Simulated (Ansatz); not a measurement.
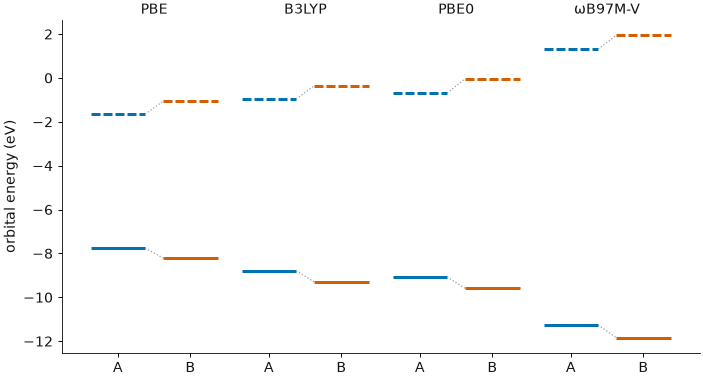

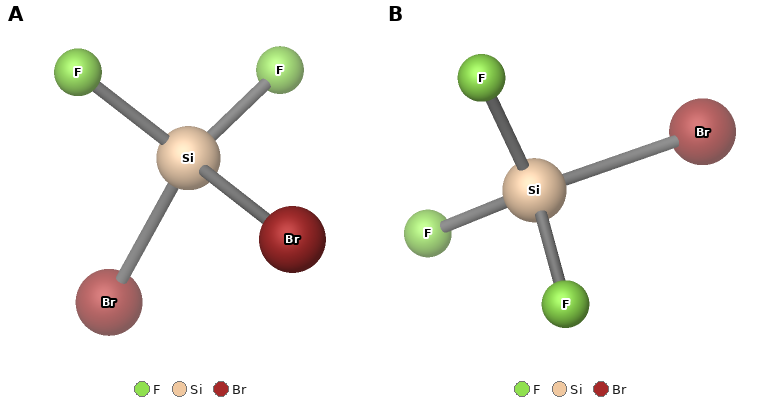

One change: A, SiBr₂F₂ (SMILES F[Si](F)(Br)Br), becomes B, SiBrF₃ (SMILES F[Si](F)(F)Br). Br on Si is replaced by F. HOMO (solid) and LUMO (dashed) computed in def2-TZVPP at PBE0-D4/def2-TZVP geometries, both minima by their frequencies, gas phase, the Ansatz code. Empty levels above zero depend strongly on the basis.

### What does the change do to HOMO and LUMO?

PBE: the HOMO falls by 0.46 eV, the LUMO rises by 0.59 eV, and the separation goes from 6.10 to 7.16 eV. B3LYP: the HOMO falls by 0.51 eV, the LUMO rises by 0.61 eV, and the separation goes from 7.83 to 8.95 eV. PBE0: the HOMO falls by 0.52 eV, the LUMO rises by 0.66 eV, and the separation goes from 8.38 to 9.57 eV. ωB97M-V: the HOMO falls by 0.58 eV, the LUMO rises by 0.62 eV, and the separation goes from 12.57 to 13.78 eV.

### Do the functionals agree on the effect?

They agree on the direction for both levels; the HOMO shift lies between −0.58 and −0.46 eV and the LUMO shift between 0.59 and 0.66 eV, while the separations themselves differ by up to 6.6 eV between functionals.
